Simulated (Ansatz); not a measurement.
## BSiH6ClO2: nudged elastic band (part 2 of 2)

The same run, continued: BSiH6ClO2; RKS PBE-D4/def2-SVP (Ansatz 0.2.0). It belongs to a series of runs on one base structure; here: band between the two ends.

Geometry of the input (Å):
```
B  -0.8489  -0.1557  -0.1778
Si 1.0147  -0.9745  0.0303
O  -1.0003  1.2084  -0.0262
O  -1.9834  -0.8691  -0.4595
H  0.4538  2.1815  0.3997
Cl 1.6660  2.6026  0.7015
H  1.9895  -0.4198  -0.9705
H  1.5601  -0.7844  1.4182
H  0.8931  -2.4627  -0.2174
H  -1.9289  1.4964  -0.1416
H  -1.8157  -1.8229  -0.5567
```

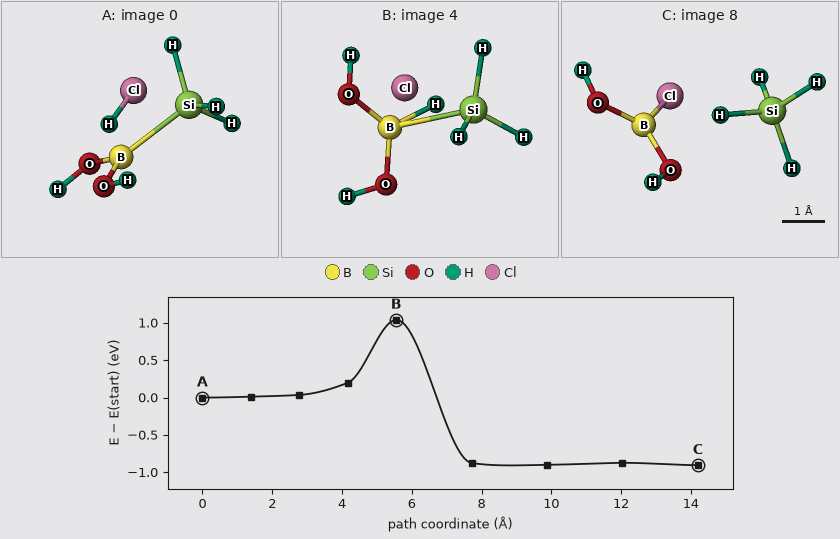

Images of the last band (counted from 0; ball-and-stick, seen at a tilt) above the energy along the path; the line is a cubic interpolation that uses the forces. The highest image is number 4, 1.040 eV above the start and 1.945 eV above the end (the climbing image); the end lies 0.905 eV below the start. The path is 14.20 Å long. The band converged in 24 iterations.

```
Total energy: -25245.31145961 eV, -927.7480842539 hartree
Atom 0 at    -0.658614     0.342430    -0.147247 Å, force     0.006859     0.000103     0.003218 eV/Å
Atom 1 at     1.234933    -0.817265    -0.125053 Å, force    -0.000569     0.001206    -0.002346 eV/Å
Atom 2 at    -0.764774     0.851068    -1.410251 Å, force    -0.002519     0.000890    -0.000935 eV/Å
Atom 3 at    -1.678125    -0.338543     0.476542 Å, force    -0.000083     0.001014     0.003060 eV/Å
Atom 4 at     0.516145     0.724951     0.540783 Å, force    -0.001513    -0.001956     0.000610 eV/Å
Atom 5 at    -0.060063     2.023009     1.405154 Å, force    -0.001044     0.000354    -0.000912 eV/Å
Atom 6 at     2.482556    -0.145014    -0.616486 Å, force    -0.000168    -0.000530    -0.000385 eV/Å
Atom 7 at     1.466567    -1.478253     1.202420 Å, force     0.000138     0.000355     0.000305 eV/Å
Atom 8 at     0.738692    -1.815030    -1.132155 Å, force     0.000088    -0.000225     0.000399 eV/Å
Atom 9 at    -1.699979     1.013867    -1.638683 Å, force     0.000977     0.000273    -0.002063 eV/Å
Atom 10 at    -1.577339    -0.361418     1.444978 Å, force    -0.002167    -0.001485    -0.000951 eV/Å
Dipole moment:    -0.103162    -0.434807    -0.104709 e Å
this run last wrote the band of iteration 24 to [file]
```

## The last band as extended XYZ (Å, eV, eV/Å)
```
11
Properties=species:S:1:pos:R:3:forces:R:3 image=0 energy=-25246.35130
B    -0.8489   -0.1557   -0.1778   -0.0094  -0.0034   0.0006
Si    1.0147   -0.9745    0.0303    0.0039  -0.0024  -0.0011
O    -1.0003    1.2084   -0.0262   -0.0086  -0.0196  -0.0031
O    -1.9834   -0.8691   -0.4595    0.0148   0.0097   0.0021
H     0.4538    2.1815    0.3997    0.0074   0.0022   0.0007
Cl    1.6660    2.6026    0.7015   -0.0086  -0.0027  -0.0019
H     1.9895   -0.4198   -0.9705   -0.0025  -0.0008   0.0022
H     1.5601   -0.7844    1.4182   -0.0021   0.0008  -0.0022
H     0.8931   -2.4627   -0.2174   -0.0012   0.0041   0.0000
H    -1.9289    1.4964   -0.1416    0.0046   0.0061   0.0014
H    -1.8157   -1.8229   -0.5567    0.0016   0.0061   0.0013
11
Properties=species:S:1:pos:R:3:forces:R:3 image=1 energy=-25246.33966
B    -0.7986   -0.1308   -0.2477   -0.0007  -0.0004   0.0003
Si    1.0515   -0.9851   -0.0801   -0.0002   0.0005   0.0010
O    -0.8832    1.2080   -0.5798   -0.0005   0.0015   0.0041
O    -1.9842   -0.7828   -0.0368   -0.0016  -0.0025  -0.0038
H     0.4015    2.1394    0.3075    0.0011   0.0008   0.0006
Cl    1.3553    2.4875    1.1474    0.0047   0.0016  -0.0026
H     2.1034   -0.2567   -0.8657   -0.0010  -0.0010  -0.0021
H     1.4692   -1.0733    1.3633    0.0009   0.0043   0.0013
H     0.9680   -2.4038   -0.5975   -0.0008  -0.0013   0.0044
H    -1.8117    1.5206   -0.5969   -0.0011   0.0006   0.0038
H    -1.8711   -1.7231    0.1863   -0.0007  -0.0039  -0.0070
11
Properties=species:S:1:pos:R:3:forces:R:3 image=2 energy=-25246.31654
B    -0.7268   -0.1017   -0.2711    0.0017  -0.0014   0.0013
Si    1.0840   -1.0360   -0.1334   -0.0003  -0.0014   0.0015
O    -0.7942    1.0624   -1.0147    0.0013   0.0063   0.0093
O    -1.8894   -0.5247    0.3161   -0.0026  -0.0069  -0.0043
H     0.2966    2.0669    0.2090   -0.0060   0.0107  -0.0055
Cl    0.8767    2.3638    1.3497    0.0097   0.0051  -0.0083
H     2.2113   -0.1785   -0.6339   -0.0005  -0.0021  -0.0011
H     1.3631   -1.4499    1.2889   -0.0003   0.0019   0.0029
H     1.0610   -2.3032   -0.9563    0.0002  -0.0041   0.0053
H    -1.7074    1.4194   -1.0210    0.0021   0.0059   0.0096
H    -1.7749   -1.3187    0.8666   -0.0053  -0.0140  -0.0107
11
Properties=species:S:1:pos:R:3:forces:R:3 image=3 energy=-25246.15355
B    -0.7270   -0.0427   -0.3374   -0.0166  -0.0697  -0.0366
Si    1.0849   -0.9836   -0.1813   -0.0247  -0.0271  -0.0051
O    -0.8607    0.7947   -1.4134   -0.0124  -0.0121  -0.0036
O    -1.8087   -0.2360    0.4813   -0.0178   0.0175  -0.0025
H     0.5671    1.6262    0.4729    0.0071   0.1593  -0.0109
Cl    0.4395    2.1612    1.6557    0.0820   0.0257   0.0399
H     2.2421   -0.0970   -0.5681   -0.0401   0.0093   0.0151
H     1.3509   -1.5244    1.2002   -0.0222  -0.0053   0.0057
H     1.0656   -2.1423   -1.1443    0.0613  -0.0584   0.0021
H    -1.7645    1.1695   -1.4583   -0.0082   0.0240   0.0260
H    -1.5893   -0.7257    1.2928   -0.0082  -0.0631  -0.0301
11
Properties=species:S:1:pos:R:3:forces:R:3 image=4 energy=-25245.31143
B    -0.6586    0.3424   -0.1472    0.0069   0.0001   0.0032
Si    1.2349   -0.8173   -0.1251   -0.0006   0.0012  -0.0023
O    -0.7648    0.8511   -1.4103   -0.0025   0.0009  -0.0009
O    -1.6781   -0.3385    0.4765   -0.0001   0.0010   0.0031
H     0.5161    0.7250    0.5408   -0.0015  -0.0020   0.0006
Cl   -0.0601    2.0230    1.4052   -0.0010   0.0004  -0.0009
H     2.4826   -0.1450   -0.6165   -0.0002  -0.0005  -0.0004
H     1.4666   -1.4783    1.2024    0.0001   0.0004   0.0003
H     0.7387   -1.8150   -1.1322    0.0001  -0.0002   0.0004
H    -1.7000    1.0139   -1.6387    0.0010   0.0003  -0.0021
H    -1.5773   -0.3614    1.4450   -0.0022  -0.0015  -0.0010
11
Properties=species:S:1:pos:R:3:forces:R:3 image=5 energy=-25247.22775
B    -1.3261    0.9549    0.0466   -0.0300   0.0125   0.0065
Si    1.6584   -0.8498   -0.0304    0.0197  -0.0063   0.0004
O    -1.3234    1.2101   -1.2868   -0.0212   0.0270  -0.0010
O    -1.5963   -0.2982    0.5293    0.0016   0.0038  -0.0025
H     1.2667    0.5473    0.3523    0.0307  -0.0068  -0.0077
Cl   -0.9701    2.3089    1.1549   -0.0329   0.0192   0.0010
H     3.0955   -0.8458   -0.4674    0.0255  -0.0298   0.0052
H     1.4957   -1.7533    1.1595   -0.0013  -0.0134  -0.0036
H     0.8041   -1.3494   -1.1602   -0.0006   0.0214  -0.0040
H    -1.5366    0.4087   -1.7995    0.0041  -0.0278   0.0037
H    -1.5679   -0.3336    1.5017    0.0042   0.0002   0.0020
11
Properties=species:S:1:pos:R:3:forces:R:3 image=6 energy=-25247.25211
B    -1.5722    0.9335   -0.0930    0.0034  -0.0155   0.0208
Si    1.8098   -0.8247    0.0573   -0.0103   0.0031   0.0023
O    -1.5566    0.8136   -1.4452   -0.0058   0.0086  -0.0040
O    -1.3364   -0.1479    0.7147    0.0081  -0.0192  -0.0101
H     1.7086    0.1945    1.1561    0.0077  -0.0046   0.0006
Cl   -1.8977    2.5418    0.6063   -0.0053   0.0074  -0.0034
H     3.2517   -0.9830   -0.3391    0.0024  -0.0019   0.0061
H     1.2791   -2.1481    0.5280   -0.0083   0.0051   0.0060
H     1.0274   -0.3574   -1.1364    0.0071   0.0046  -0.0080
H    -1.3403   -0.1003   -1.7096   -0.0073   0.0006  -0.0062
H    -1.3735    0.0776    1.6610    0.0084   0.0119  -0.0040
11
Properties=species:S:1:pos:R:3:forces:R:3 image=7 energy=-25247.22519
B    -1.4694    0.8750   -0.1076    0.0119  -0.0177   0.0056
Si    1.8172   -0.7465    0.1372   -0.0013   0.0014  -0.0006
O    -1.0660    0.9639   -1.4023   -0.0019   0.0092  -0.0039
O    -1.8833   -0.3151    0.4247   -0.0049   0.0089   0.0002
H     1.1936    0.4386    0.8157    0.0006  -0.0001   0.0002
Cl   -1.4291    2.3605    0.8825   -0.0051   0.0034  -0.0032
H     3.0958   -0.3230   -0.5284    0.0005  -0.0011   0.0009
H     2.1083   -1.8116    1.1568   -0.0009  -0.0007  -0.0002
H     0.8840   -1.3051   -0.8991    0.0005   0.0007   0.0000
H    -1.1087    0.0925   -1.8387   -0.0019  -0.0013   0.0009
H    -2.1424   -0.2292    1.3591    0.0024  -0.0024   0.0002
11
Properties=species:S:1:pos:R:3:forces:R:3 image=8 energy=-25247.25629
B    -1.4702    0.8416   -0.1369    0.0081   0.0294   0.0077
Si    1.9175   -0.7447    0.2289    0.0046   0.0009  -0.0052
O    -0.6073    0.7215   -1.1837   -0.0142  -0.0216   0.0017
O    -2.4612   -0.0759    0.0649   -0.0046  -0.0052   0.0041
H     1.2740    0.1814    1.2192   -0.0007  -0.0035  -0.0002
Cl   -1.2576    2.2348    0.9583   -0.0031  -0.0157  -0.0079
H     2.4576    0.0302   -0.9371   -0.0012   0.0002   0.0001
H     3.0451   -1.4840    0.8972   -0.0027   0.0012   0.0015
H     0.9120   -1.7551   -0.2533   -0.0011   0.0022   0.0027
H    -0.8105   -0.0764   -1.7080    0.0112   0.0103  -0.0012
H    -2.9994    0.1263    0.8505    0.0038   0.0018  -0.0033
```
